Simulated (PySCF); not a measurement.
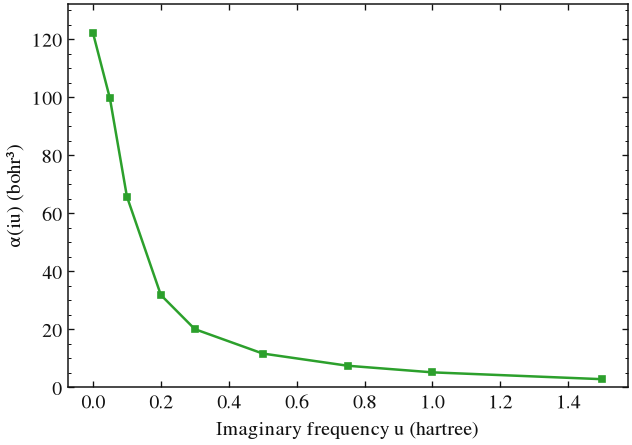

Dipole polarisability at imaginary frequency of Ba⁺ ([Xe] 6s). Coupled response at the B3LYP level; PySCF, aug-cc-pVDZ-X2C, spin-free X2C-1e, unrestricted single determinants, no spin-orbit coupling.

Q: What follows from the curve?

A: The static dipole polarisability is 122 bohr³; α(iu) falls to half of it near u = 0.11 hartree. The Casimir–Polder integral gives C₆ = 1300 hartree bohr⁶ for two such species.
